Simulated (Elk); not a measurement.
**How far to go with the k-point mesh at a smearing width of 0.05 eV: Ni (Fm-3m, 1 atom in the cell)**

```
CELL_PARAMETERS angstrom
      0.00000     1.75472     1.75472
      1.75472     0.00000     1.75472
      1.75472     1.75472     0.00000
ATOMIC_POSITIONS crystal
  Ni 0.00000 0.00000 0.00000
```
Moments meant for the start (each program seeds them in its own way; μB, in the order of the atoms Ni): 1.0.

Level of theory: PBE, all-electron FP-LAPW, Elk's shipped species files, default APW+lo basis run with Elk.

Base settings: xctype = 20; spinpol = true; swidth = 0.00367493 Ha; ngridk = 12 12 12; reducebf = 0.7; nempty = 8 per atom; maxscl = 100; bfcmt = [[0.0, 0.0, -1.0]].

In this ladder: swidth = 0.00183747 Ha.

Only quantities that move along the ladder and can be compared are tabulated.

The starting cell has typed, rounded lattice constants, without a prior relaxation at this level. Its lattice was rescaled by up to half a per cent. With one magnetic atom in the cell only a parallel order is possible. Values depend on the basis (sphere radii, cutoffs, local orbitals), which need not be converged.

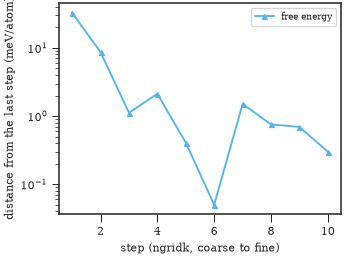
Distance from the last step along the ladder; very small values are drawn at a floor.

```csv
ngridk,free energy less the last step's (meV/atom),net moment (μB/atom)
6 6 6,-32.71,0.639
7 7 7,8.66,0.477
8 8 8,1.12,0.699
10 10 10,-2.12,0.722
12 12 12,-0.41,0.677
14 14 14,0.00,0.594
18 18 18,-1.51,0.620
21 21 21,0.76,0.617
26 26 26,0.69,0.632
31 31 31,0.30,0.636
38 38 38,0.00,0.633
```

Coarsest ngridk that holds the net moment within 0.02 μB/atom of the last step, with all finer ones: 18 18 18; the step before is off by 0.039 μB/atom.

Coarsest ngridk that holds the free energy within 5 meV/atom of the last step, with all finer ones: 8 8 8; the step before is off by 8.7 meV/atom.
